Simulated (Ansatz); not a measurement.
## Electronic structure of ClGaH$_{2}$N···HCl (doublet) in real space

```
atom    x (Å)    y (Å)    z (Å)
  Ga   0.0655  -0.8225  -0.2663
  Cl   0.2600  -0.3237   2.9021
   N   1.5876  -0.1062  -1.0414
   H   2.4353  -0.6703  -1.0466
   H   1.8104   0.8555  -0.7818
  Cl  -1.5170   0.7265   0.0971
   H  -0.6495   0.3408   2.2419
```

These are results of UKS B3LYP-D4/def2-SVP (Ansatz 0.2.0), not measurements.

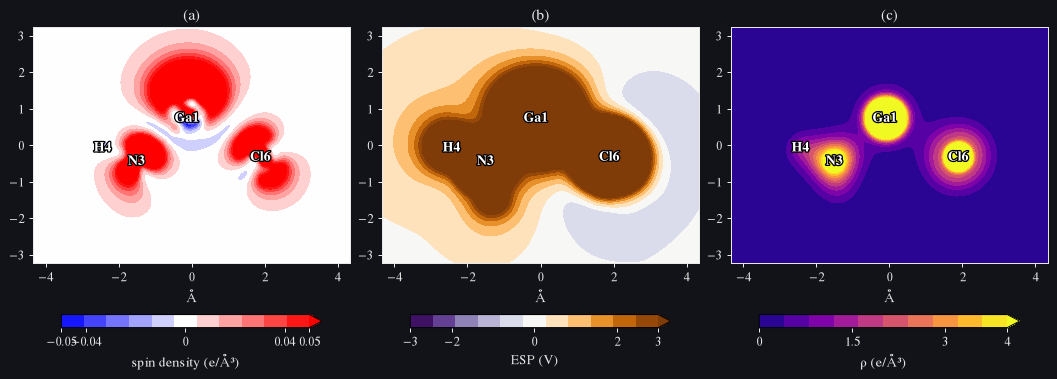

Figure 1. (a) spin density; (b) electrostatic potential; (c) electron density on the plane of atoms N3, Ga1 and Cl6.

Question: What does the map show?

Answer: The section cuts through Ga, N, H and Cl sites. Ga–N (1.85 Å): the density is about 0.85 e/Å³ at the midpoint. Ga–Cl (2.24 Å): ρ is about 0.56 e/Å³ halfway. N–H (1.02 Å): ρ at the midpoint is about 2.8 e/Å³. The unpaired spin (1 electron) lies mostly on Ga1 (about 0.7), Cl6 (about 0.1) and N3 (about 0.1), in electrons by Hirshfeld's partition. Outside the dense part of the complex the potential is most negative (−0.7 V) near Cl6.

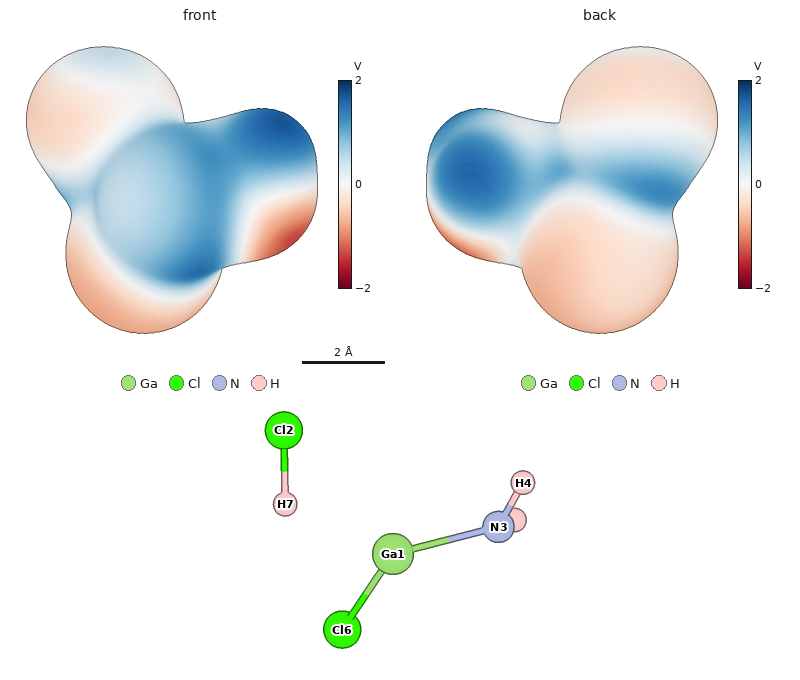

Figure 2. The molecular electrostatic potential painted on the density surface at 0.002 e/bohr³, seen from the front and from behind; the colour scale runs from red (negative) to blue (positive). The bare structure is drawn below in the same view.

Question: Which sites attract a positive test charge, and which a negative one?

Answer: A positive charge is drawn to the negative regions and a negative charge to the positive ones. The most negative region (about −1.2 V) lies over N3, the most positive (about +1.6 V) over H4 and H5. Cl2 shows a σ-hole: about +0.4 V at the tip opposite its bond, against about −0.1 V on its flanks. N3 is the likeliest acceptor of a hydrogen bond.

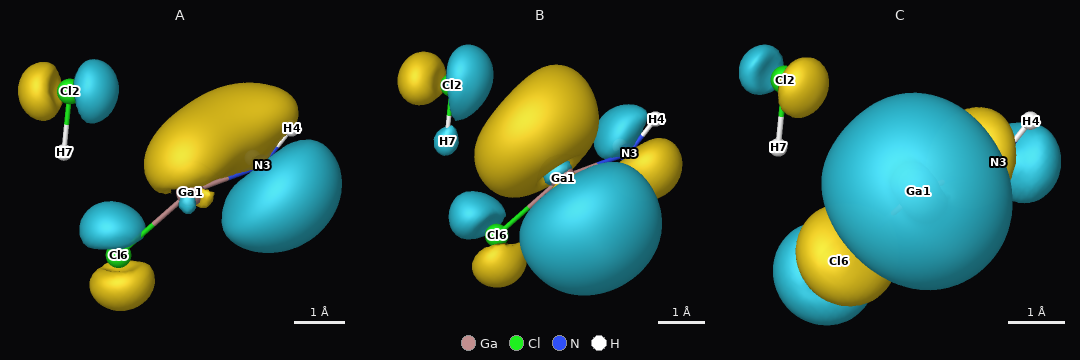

Figure 3. Three frontier orbitals at ±0.08 Å⁻³ᐟ² (yellow and cyan are the two phases), in no order.

Question: Which picture is the HOMO−1, the HOMO and the LUMO? All are α orbitals.

Answer: A is the HOMO−1 (α) (−7.54 eV). It lies mainly on N3 (about 70 %) and Ga1 (about 15 %); largely a lone pair of N3. C is the HOMO (α) (−6.17 eV). Its weight (Hirshfeld) is mainly on Ga1 (about 65 %), Cl6 (about 15 %) and N3 (about 15 %). B is the LUMO (α) (−0.84 eV). Its weight (Hirshfeld) is mainly on Ga1 (about 70 %), N3 (about 10 %), Cl2 (about 10 %) and Cl6 (about 5 %).

Question: What is the gap between the highest occupied and lowest empty α orbitals?

Answer: 5.33 eV between the orbital energies.
